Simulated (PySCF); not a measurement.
Ga$_{2}$ (triplet)

```yaml
atoms:
  - { symbol: Ga, position_ang: [0.0000, 0.0000, -1.3610] }
  - { symbol: Ga, position_ang: [0.0000, 0.0000, 1.3610] }
```

Computed with PBE0/cc-pVDZ(-PP), non-relativistic Hamiltonian with scalar-relativistic core potentials where named, at a bond length of 2.722 Å (PySCF).

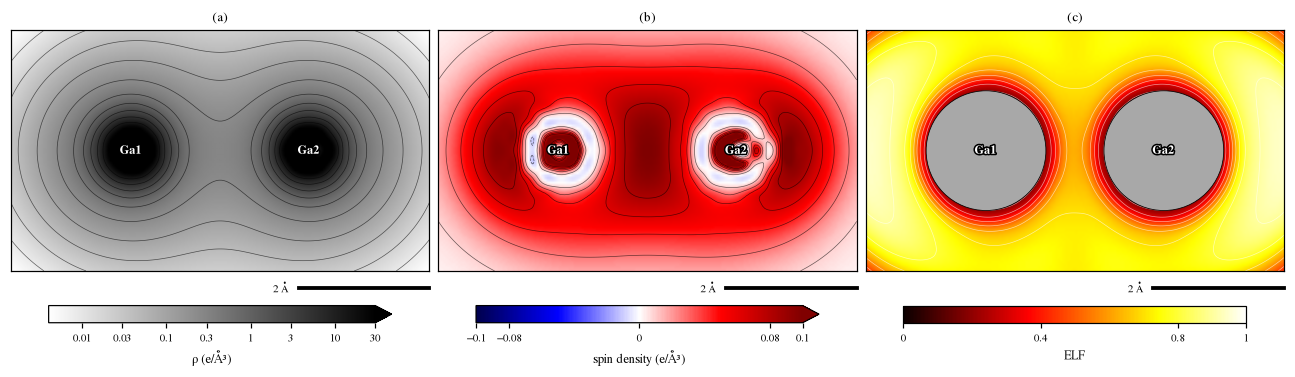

Figure 1. (a) electron density; (b) spin density; (c) electron localisation function on a plane that holds the molecular axis. Grey discs cover the atomic cores in the ELF map.

Question: Interpret the plot.

Answer: The plane passes through Ga nuclei.
Ga–Ga (2.72 Å): ρ at the midpoint is about 0.28 e/Å³; the ELF peaks at about 0.65 between the atoms.
The unpaired spin (2 electrons) lies mostly on Ga1 (about 1.0) and Ga2 (about 1.0), in electrons by Hirshfeld's partition.

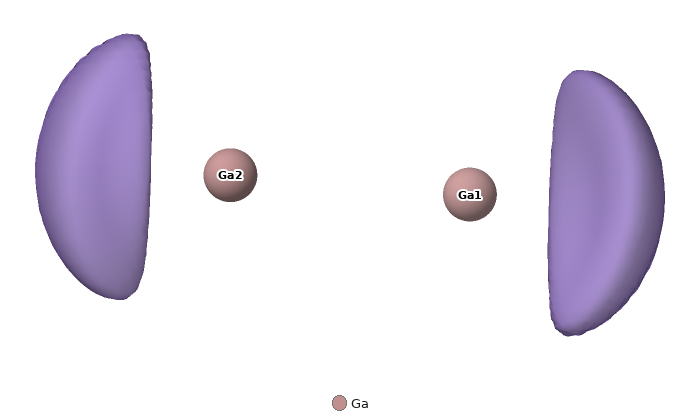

Figure 2. Isosurface of the ELF at 0.85 (purple), seen from one side. Core shells and regions of very low density are left out.

Question: Identify the bonds, lone pairs and shells in this picture.

Answer: The ELF exceeds this value in two lobes on Ga, pointing away from the bonds (non-bonding electrons).
